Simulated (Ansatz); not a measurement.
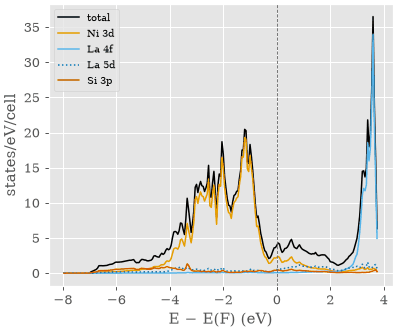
Figure: Total and projected density of states of LaSiNi4 in space group Cmmm (No. 65; La on 2a, Si on 2c, Ni on 4i, Ni on 4f), r²SCAN in the plane-wave PAW code Ansatz

**Question.** Which orbitals carry the states next to the Fermi level?

**Answer.** Within 0.5 eV of the Fermi level: Ni 3d 58 %, La 5d 14 %, Si 3p 10 %, Ni 4s 7 %. Projections are on Löwdin-orthogonalised atomic valence shells; empty p or d shells of many metals are not among them.

**Question.** Where is the tallest occupied peak in this window, and what makes it?

**Answer.** Near -1.2 eV, about 20 states/eV per cell; the largest projected share is Ni 3d.

The first step of the workflow began from a Materials Project structure, measured or hypothetical; the Crystallography Open Database copy checked does not list it. Whether it is the stable phase at ambient conditions was not checked. The cell was relaxed with r²SCAN under the symmetry of its start; its stability against distortions is not shown here. The run is not spin-polarised. Spin–orbit coupling is left out wherever it is not named.

Potentials: the later of the program's two PAW sets.
